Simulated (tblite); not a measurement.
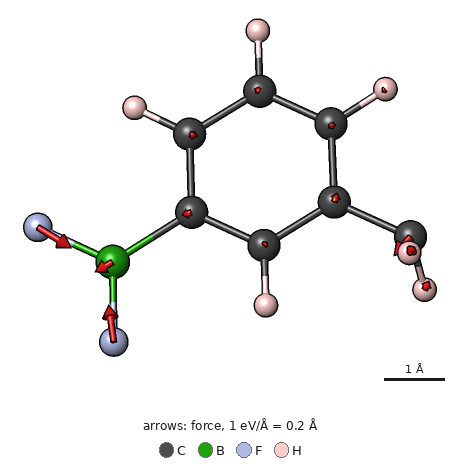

Starting geometry of C$_{7}$H$_{6}$BF$_{2}$ (multiplicity 2) with the computed forces as red arrows. Style: ball-and-stick. Shown at a tilt.

Level of theory: GFN2-xTB geometry optimisation, gas phase in tblite. 

Q: What follows when this structure is relaxed?

A: It isn't relaxed: the largest force vector, on an F atom, is 3.57 eV/Å. The final displacements have little in common with the starting forces (cosine between the two patterns 0.23). After 89 geometry steps the energy has fallen by 160.0 kJ/mol. The largest move after the best rigid fit is that of an H atom, 1.53 Å. Largest moves by element: H 1.53 Å, F 0.25 Å, C 0.17 Å, B 0.10 Å. Near-neighbour distances that change, for instance: B–F 1.453 → 1.321 Å, C–C 1.476 → 1.380 Å, C–H 1.113 → 1.075 Å, B–C 1.579 → 1.553 Å. Bond angles that change, for instance: C–C–H 110.8° → 121.1°, H–C–H 109.8° → 117.7°, F–B–F 119.1° → 113.8°. The run took 0.6 s on 1 thread of Arm Neoverse V1, with other jobs on the host.
